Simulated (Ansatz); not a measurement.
**Lattice dynamics of (BP)2(SiC)2 [001] superlattice, started as zinc blende**

Wanted: vibrations and spectra of (BP)2(SiC)2 [001] superlattice, started as zinc blende; the cell is already relaxed.

Program: Ansatz 0.2.0. Level of theory: DFT PBEsol, scalar-relativistic, plane waves, PAW. Results are calculated unless marked as measured.

The structure was built from a prototype and need not be the compound's stable phase.

### 1. Starting point

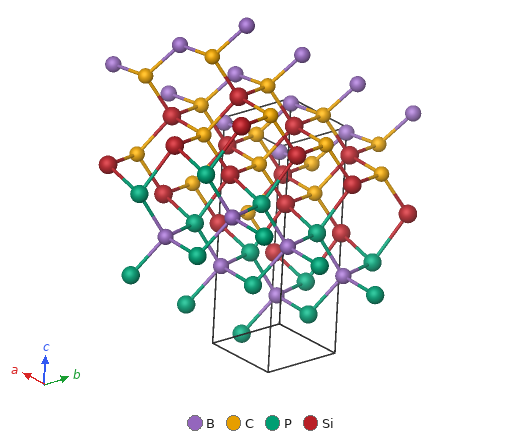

The cell as given, from a free direction (boron purple, carbon orange, phosphorus teal, silicon red). 3×2×1 cells are drawn. Some periodic images of atoms are drawn too.

### 2. Linear response at the zone centre

The cell comes from relaxations at this level that are not shown. The zone centre is the only wavevector solved here; it holds the modes that light can see, as far as symmetry allows. No field response is asked.

input.yaml

```yaml
crystal:
  lattice:
    - [2.2297554867, 2.2297554867, 0.0]
    - [-2.227037334, 2.227037334, 0.0]
    - [0.0, 0.0, 8.9489229452]
  atoms:
    - { symbol: B, position: [0.0, 0.0, -0.0238784138] }
    - { symbol: B, position: [0.5, 0.5, 0.2338846154] }
    - { symbol: C, position: [0.5, 0.0, 0.6429630172] }
    - { symbol: C, position: [0.0, 0.5, 0.8817208465] }
    - { symbol: P, position: [0.5, 0.0, 0.1066885208] }
    - { symbol: P, position: [0.0, 0.5, 0.3589623931] }
    - { symbol: Si, position: [0.0, 0.0, 0.5308983161] }
    - { symbol: Si, position: [0.5, 0.5, 0.7687607047] }
kpoints:
  mp_grid: { grid: [12, 12, 4] }
hamiltonian:
  xc: pbesol
scf:
  occupations: { method: gaussian, width: 0.01 }
output:
  eigenvalues: true
phonons:
  method: dfpt
```

Run with:

```
$ ansatz run input.yaml --threads 8 --pin off --max-ram 14336MiB --backend cpu --events-out ev --progress --plain --runs-dir out
```

Numbers of over 12 decimals in the logs are rounded to 6 here.

Output:

```text
zone centre: on kpoints.mp_grid the ground state, and the responses unless they are solved on pairs of k-points, stand on 222 of the mesh's 576 k-points, reduced under 2 symmetry operations, with k and −k counted as one. Each operation leaves every solved displacement unchanged or reverses it
Engine: ansatz 0.2.0, aarch64-unknown-linux-gnu
Pseudopotentials: kind: paw
Pseudopotential: B, paw, valence charge 3, recommended cutoff 420 eV (normal), B.paw.azcp
Pseudopotential: C, paw, valence charge 4, recommended cutoff 420 eV (normal), C.paw.azcp
Pseudopotential: P, paw, valence charge 5, recommended cutoff 420 eV (normal), P.paw.azcp
Pseudopotential: Si, paw, valence charge 4, recommended cutoff 420 eV (normal), Si.paw.azcp
Functional definition: PBEsol
  exchange = pbesol_x
  correlation = pbesol_c
Crystal: 8 atoms, lattice volume = 88.876 Å³
Basis set: ecut = 420 eV, 1717 PW (Γ), exchange–correlation on 48×48×120 points (8 copies of the dense FFT grid, shifted against one another)
Bands: 24, of which v1, the nominal top of the filled ones, is band 16 counted from 1 (15 counted from 0)
Symmetry: 4 space group operations
k-points: 222 of 576 (irreducible under 2 space group operations, time reversal used)
Non-local potential: B, projectors of the file, l = 0: 2, l = 1: 2, l = 2: 1
Non-local potential: C, projectors of the file, l = 0: 2, l = 1: 2, l = 2: 1
Non-local potential: P, projectors of the file, l = 0: 2, l = 1: 2, l = 2: 2
Non-local potential: Si, projectors of the file, l = 0: 2, l = 1: 2, l = 2: 2
PAW form: soft (Blöchl's): semilocal exchange-correlation on the pseudo side does not see the compensation charge
PAW frozen core: B, regenerated for the run's functional, and the local potential with it (the file was generated under x = pbe(κ = 0.804, μ = 0.219515), c = pbe(β = 0.066725))
PAW frozen core: C, regenerated for the run's functional, and the local potential with it (the file was generated under x = pbe(κ = 0.804, μ = 0.219515), c = pbe(β = 0.066725))
PAW frozen core: P, regenerated for the run's functional, and the local potential with it (the file was generated under x = pbe(κ = 0.804, μ = 0.219515), c = pbe(β = 0.066725))
PAW frozen core: Si, regenerated for the run's functional, and the local potential with it (the file was generated under x = pbe(κ = 0.804, μ = 0.219515), c = pbe(β = 0.066725))
PAW one-centre angular grid: B, 110 points (default); XC on 64 Gauss nodes
PAW one-centre angular grid: C, 110 points (default); XC on 64 Gauss nodes
PAW one-centre angular grid: P, 110 points (default); XC on 64 Gauss nodes
PAW one-centre angular grid: Si, 110 points (default); XC on 64 Gauss nodes
Initial density: superposition of atomic densities (neutral atoms: chi_scale 0, normalization atom), corrected by the library's trained network
Initial wavefunctions: pseudopotential atomic-orbital guess
Functional: x = pbesol(κ = 0.804, μ = 0.123457), c = pbesol(β = 0.046)
SCF iter   1: F=—  HF=-3522.981050 eV  |F-HF|=—  |Δ(HF+E_count)|=         —  Δρ=7.38e-3  dr2=1.71e-1  ethr=1.77e-3  ⟨swp⟩=7.4  Hψ=32530  notcnv=0
preconditioner: auto → Resta (q_TF=auto, 2.301 Å⁻¹)  ε∞=5.2  [insulator: Δε(μ)=0.129 eV  Ē_g=10.893 eV  σ=0.010 eV  W_gap=1.00  n_scr=18 (ndim 8)  ℏωp=22.3 eV  f_vac=0.000  D(μ)=0.00/eV (n_scr^D=0)  ε∞_Penn≈5.2]
SCF iter   2: F=—  HF=-3522.949981 eV  |F-HF|=—  |Δ(HF+E_count)|=   3.11e-2  Δρ=2.85e-3  dr2=1.30e-2  ethr=5.36e-4  ⟨swp⟩=2.0  Hψ=7944  notcnv=0  defer=593
SCF iter   3: F=—  HF=-3522.946966 eV  |F-HF|=—  |Δ(HF+E_count)|=   3.02e-3  Δρ=1.24e-3  dr2=1.99e-3  ethr=4.07e-5  ⟨swp⟩=3.7  Hψ=8632  notcnv=0  defer=608
SCF iter   4: F=—  HF=-3522.946570 eV  |F-HF|=—  |Δ(HF+E_count)|=   3.96e-4  Δρ=3.09e-4  dr2=8.25e-5  ethr=6.21e-6  ⟨swp⟩=3.3  Hψ=9228  notcnv=0  defer=608
SCF iter   5: F=—  HF=-3522.946571 eV  |F-HF|=—  |Δ(HF+E_count)|=   2.94e-7  Δρ=8.47e-5  dr2=5.22e-6  ethr=2.58e-7  ⟨swp⟩=2.3  Hψ=7747  notcnv=0  defer=608
SCF iter   6: F=—  HF=-3522.946571 eV  |F-HF|=—  |Δ(HF+E_count)|=   9.31e-8  Δρ=2.23e-5  dr2=4.41e-7  ethr=1.63e-8  ⟨swp⟩=2.0  Hψ=7613  notcnv=0  defer=608
SCF iter   7: F=—  HF=-3522.946570 eV  |F-HF|=—  |Δ(HF+E_count)|=   5.81e-7  Δρ=5.34e-6  dr2=3.65e-8  ethr=1.38e-9  ⟨swp⟩=2.0  Hψ=8239  notcnv=0  defer=608
SCF iter   8: F=—  HF=-3522.946570 eV  |F-HF|=—  |Δ(HF+E_count)|=   7.59e-9  Δρ=1.29e-6  dr2=1.61e-9  ethr=1.14e-10  ⟨swp⟩=2.7  Hψ=7709  notcnv=0  defer=608
SCF iter   9: F=—  HF=-3522.946570 eV  |F-HF|=—  |Δ(HF+E_count)|=  6.75e-10  Δρ=2.96e-7  dr2=1.16e-10  ethr=5.02e-12  ⟨swp⟩=2.3  Hψ=7514  notcnv=0  defer=608
SCF iter  10: F=—  HF=-3522.946570 eV  |F-HF|=—  |Δ(HF+E_count)|=  8.19e-12  Δρ=8.47e-8  dr2=1.30e-11  ethr=1.00e-12  ⟨swp⟩=13.1  Hψ=30954  notcnv=0
SCF iter  11: F=-3522.946570 eV  HF=-3522.946570 eV  |F-HF|=0.00e0  |Δ(HF+E_count)|=    0.00e0  Δρ=2.16e-8  dr2=6.62e-13  ethr=1.00e-12  ⟨swp⟩=5.4  Hψ=19797  notcnv=0
SCF 1 converged in 11 iterations: F = -3522.946570 eV  dr2 = 6.62e-13
  greatest PAW one-centre occupation: 0.777 electrons in one spin orbital (limit 2), on the P atom at site 5 (counted from 0), in its partial waves of l = 0
DFPT response loops at Γ: preconditioner auto → Kerker (q_TF=auto, 2.301 Å⁻¹) (partly filled bands, converged f_vac=0.000); β = 1.00, the filter's whole step (`scf.mixing.beta` (0.50) is not read by the response loops under this deck's `scf.mixing.preconditioner`; to damp them name `kerker` or `kerker_dos`, under which they read `scf.mixing.beta`, and type it under 1.00, their step now; both keys bind the ground state too); Broyden in place of MSR1
SCF converged after 11 iterations
Free energy (F): -3522.946570 eV
Harris-Foulkes:  -3522.946570 eV  (|F-HF|=0.00e0)
Internal energy: -3522.946570 eV  (E = F + TS)
E sigma→0 (E₀):  -3522.946570 eV
Entropy (-TS):   -0.000000 eV (-0.000 meV/atom)
Fermi energy:    9.918568 eV
--- Per-component energies (eV) ---
  E_band       = 97.976026
  E_kinetic    = 509.680625
  E_local      = -359.126909  (includes V_loc(G=0)·N_el)
  E_nonlocal   = 195.236861
  E_hartree    = 104.323794
  E_xc         = -396.595033
  E_vxc        = -417.618191  (∫ρ·V_xc dr)
  E_paw        = -2447.615695  (= ΣΔE_a)
  E_vpaw       = -38.843976  (= ΣTr[D̂ρ^β])
  E_aug_tail   = 0.000027  (compensation charges beyond the density's cutoff)
  E_ewald      = -1129.077177
  E_core_change = 0.226936  (= ΣΔE_core)
  E_smearing   = -0.000000  (= −TS)
  E_closure    = -0.000000  (closes the sum)
  Σ components = -3522.946570   (vs F -3522.946570, Δ=0.00e0)
--- Band table (eV; the first three rows and the last of 222) ---
  k-point 0: bands = [... 12 lower, 7.1044, 9.5674, 9.8725, 9.8914, 10.4778, 11.2580, 12.0127, 12.3263, ... 4 higher]
  k-point 1: bands = [... 12 lower, 7.5153, 9.2446, 9.6597, 9.7143, 10.5732, 11.3492, 11.9132, 12.4236, ... 4 higher]
  k-point 2: bands = [... 12 lower, 7.8149, 8.8306, 9.4202, 9.5310, 10.6511, 11.4120, 12.1091, 12.1577, ... 4 higher]
  k-point 221: bands = [... 12 lower, 4.9133, 4.9808, 5.3506, 5.5832, 10.8338, 11.5751, 11.7848, 12.3825, ... 4 higher]
--- Phonons (Γ-DFPT): 16 representative perturbations + reference, on 222 of 576 k-points (Σ response iterations 48) ---
  k mesh reduced under 2 symmetry operations, with k and −k counted as one. Each operation leaves every solved displacement unchanged or reverses it
  ASR residual: 9.984e-6 → 0.000e0 eV/Å²; symmetrization residual: 6.017e-7 eV/Å²
  ASR residual per site (eV/Å²): 3.07e-6 9.98e-6 3.21e-6 7.08e-6 1.61e-6 6.70e-6 6.48e-6 3.60e-6
  Γ frequencies (cm⁻¹): 0.00 0.00 0.00 189.27 212.48 240.66 242.63 296.92 363.22 377.80 399.29 506.83 591.00 593.61 658.46 682.72 721.22 770.15 783.14 791.13 800.38 826.20 851.70 864.25
  non-analytic LO–TO correction: not included (Born effective charges unavailable; polar crystals: no LO–TO splitting at Γ)
```

Elapsed: 86 s, on 8 threads of Arm Neoverse V1, shared host; peak memory 1.9 GiB.

Numbers from this step:

```
volume per atom                                         : 11.11 Å³
gap on the k-mesh                                       : 0.05430 eV
sum-rule residual before enforcement                    : 9.98e-6 eV/Å²
point group                                             : mm2
highest optical mode at the zone centre (no LO-TO term) : 864.2 cm⁻¹
lowest optical zone-centre mode                         : 189.3 cm⁻¹
```

Without the LO-TO term. Patterns of degenerate modes are one choice out of their space. The modes at Γ (shares of kinetic energy by element, %):

```
mode  frequency (cm⁻¹)  symmetry  B %  C %  P %  Si %
   1               0.0  acoustic   13   15   38    34
   2               0.0  acoustic   13   15   38    34
   3               0.0  acoustic   13   15   38    34
   4             189.3        B1    9    5   51    35
   5             212.5        B2   11   13   39    37
   6             240.7        B1   11   14   34    41
   7             242.6        B2   18    5   64    14
   8             296.9        B2    3   18   16    64
   9             363.2        A1   11   13   43    33
  10             377.8        A1    9   13   39    38
  11             399.3        B1   51   34    6     9
  12             506.8        B1    0    2   43    55
  13             591.0        A1    1   10   52    37
  14             593.6        B1   40   56    1     4
  15             658.5        B1    4   72    2    22
  16             682.7        A1   36   26    8    30
  17             721.2        B2   62   11   18     9
  18             770.1        B1   72    2   25     1
  19             783.1        B2   66    9   21     4
  20             791.1        A1    2   72    1    24
  21             800.4        A1   81    1   18     0
  22             826.2        B2    4   75    1    20
  23             851.7        A1   47   49    1     2
  24             864.2        B2   23   55    4    17
```

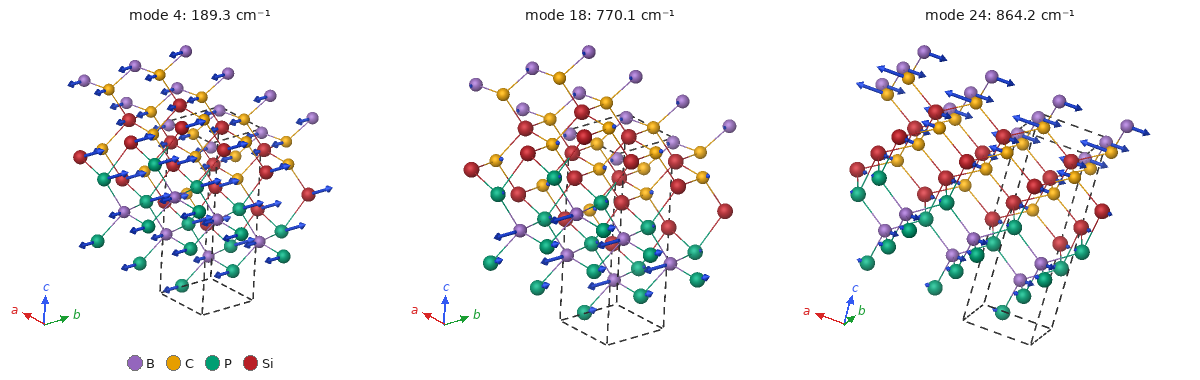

Displacement patterns of modes 4, 18 and 24 at Γ; arrows are exaggerated. 3×2×1 cells are drawn. Some periodic images of atoms are drawn too.

Before it was imposed, the acoustic sum rule was missed by 1.0e-5 eV/Å². Small misses are needed for a sound result but don't prove that mesh and cutoff are converged. The lowest optical mode is real, 189 cm⁻¹.

### 3. Isotope substitution, element B, natural mass 10.81 amu

An isotope changes the mass and not the force constants, so no new electronic calculation is needed; the shifts show which modes move this element.

The same force constants with the mass of B changed from 10.810 to 10.013 u (phonopy, no LO-TO term). Both lists are sorted by frequency; levels can cross, so a row need not hold one and the same mode. Modes under 3 cm⁻¹ are left out. Isotope shifts, by row:

```
    q  rank  natural mass (cm⁻¹)  changed mass (cm⁻¹)
0 0 0     4                189.3                189.9
0 0 0     5                212.5                213.4
0 0 0     6                240.7                241.7
0 0 0     7                242.6                244.2
0 0 0     8                296.9                297.2
0 0 0     9                363.2                364.7
0 0 0    10                377.8                379.1
0 0 0    11                399.3                406.9
0 0 0    12                506.8                506.9
0 0 0    13                  591                591.1
0 0 0    14                593.6                603.1
0 0 0    15                658.5                659.5
0 0 0    16                682.7                691.4
0 0 0    17                721.2                737.9
0 0 0    18                770.1                791.6
0 0 0    19                783.1                  792
0 0 0    20                791.1                  803
0 0 0    21                800.4                825.9
0 0 0    22                826.2                827.6
0 0 0    23                851.7                868.5
0 0 0    24                864.2                873.4
```

A mode of this element alone would shift by +3.90 %. The highest zone-centre frequency without the field goes from 864.2 to 873.4 cm⁻¹ (+1.1 %). The product of the frequency ratios over all optical modes at Γ is 1.240; the product rule, (m/m′)^(3k/2) (M′/M)^(3/2) with k = 2 such atoms and M the mass of the cell, gives 1.240.

### 4. Another isotope, element C, natural mass 12.011 amu

The same for C, from 12.01 to 13.00 u.

The same force constants with the mass of C changed from 12.011 to 13.003 u (phonopy, no LO-TO term). Both lists are sorted by frequency; levels can cross, so a row need not hold one and the same mode. Modes under 3 cm⁻¹ are left out. Isotope shifts, by row:

```
    q  rank  natural mass (cm⁻¹)  changed mass (cm⁻¹)
0 0 0     4                189.3                188.9
0 0 0     5                212.5                211.4
0 0 0     6                240.7                239.3
0 0 0     7                242.6                242.1
0 0 0     8                296.9                294.8
0 0 0     9                363.2                361.3
0 0 0    10                377.8                375.8
0 0 0    11                399.3                393.6
0 0 0    12                506.8                506.3
0 0 0    13                  591                581.1
0 0 0    14                593.6                588.3
0 0 0    15                658.5                640.2
0 0 0    16                682.7                675.2
0 0 0    17                721.2                717.5
0 0 0    18                770.1                768.8
0 0 0    19                783.1                769.7
0 0 0    20                791.1                779.7
0 0 0    21                800.4                800.2
0 0 0    22                826.2                802.5
0 0 0    23                851.7                836.4
0 0 0    24                864.2                846.8
```

A mode of this element alone would shift by -3.89 %. The highest zone-centre frequency without the field goes from 864.2 to 846.8 cm⁻¹ (-2.0 %). The product of the frequency ratios over all optical modes at Γ is 0.802; the product rule, (m/m′)^(3k/2) (M′/M)^(3/2) with k = 2 such atoms and M the mass of the cell, gives 0.802.

### 5. Isotope substitution, element Si, natural mass 28.085 amu

The same for Si, from 28.09 to 29.97 u.

A mode of this element alone would shift by -3.20 %. The highest zone-centre frequency without the field goes from 864.2 to 859.6 cm⁻¹ (-0.5 %). The product of the frequency ratios over all optical modes at Γ is 0.851; the product rule, (m/m′)^(3k/2) (M′/M)^(3/2) with k = 2 such atoms and M the mass of the cell, gives 0.851.

### 6. Summary of results

```yaml
space_group_within_0p01_a: Pmm2
volume_per_atom: 11.1 Å³
gap_on_the_k_mesh: 0.0543 eV
highest_optical_mode_at_the_zone_centre_no_lo_to_term: 864 cm⁻¹
lowest_optical_zone_centre_mode: 189 cm⁻¹
imaginary_modes_at_gamma_the_only_wavevector_solved: none
```

What this shows: The structure is stable against zone-centre distortions, since no mode there is imaginary; runs at other wavevectors are not part of this account. Without the field, the optical modes at Γ span 189 to 864 cm⁻¹. The dispersion is not part of this account. The starting cell was built on a prototype and not taken from a measurement, so the phase need not exist. These are harmonic frequencies at zero temperature: anharmonic shifts, linewidths and thermal expansion are left out.

[Logs are printed without paths, hosts, clocks, repeated set-up lines and the standing remarks that a program may print on its own settings, such as how far it seeks lower states.]

[Hosts, paths, dates, database ids (printed as entryN), source tags and the programs' standing remarks are cut or masked in the printed files.]
